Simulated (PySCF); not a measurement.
# C4H7NSi: the cost of one run

Computed with PySCF 2.14.0, with density-fitted response routines of our own, on a single molecule in the gas phase. Atoms count from 0, in the outputs and in this text.

## 1. The starting structure

13 atoms, charge 0, multiplicity 1; geometry from: GFN2-xTB. The atoms were then displaced at random by about 0.01 Å, so the start is not that level's minimum.

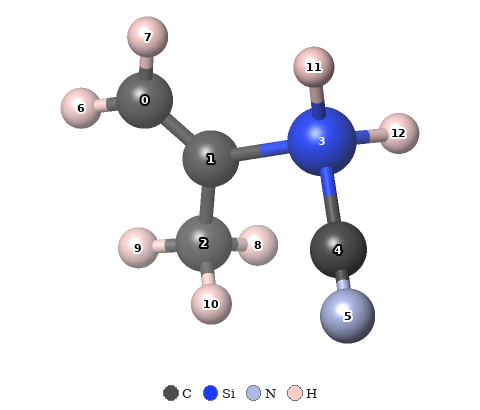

As it starts; carbon dark grey, silicon blue, nitrogen light blue, hydrogen pink, atoms numbered.

## 2. Relaxing the molecule at PBE0-D3(BJ)/def2-SVP

What the job is given:

```
{"job": {"xc": "PBE0", "basis": "def2-SVP", "d3": "d3bj", "grid": 1, "shake": 0.01, "kind": "geom"}, "charge": 0, "multiplicity": 1}
C     -1.011790     1.515310     0.262270
C     -0.477470     0.369290    -0.034910
C     -1.245220    -0.916470     0.109070
Si     1.339000     0.247160    -0.661910
C      2.144450    -1.003570     0.449110
N      2.638280    -1.762520     1.145760
H     -2.040260     1.612530     0.612320
H     -0.486880     2.479000     0.152280
H     -1.287460    -1.426150    -0.820250
H     -2.236710    -0.742020     0.496150
H     -0.714670    -1.576110     0.822340
H      2.038800     1.508590    -0.527530
H      1.345760    -0.321920    -2.015030
```

On the command line:

```sh
OMP_NUM_THREADS=1 python probes_run.py task.json out
```

One launch serves the whole session: the jobs run in the order shown.

Q: Estimate the wall time and peak memory of this first job on 1 thread of Arm Neoverse V1, shared host.

About 35 s, with a peak of 0.48 GiB.
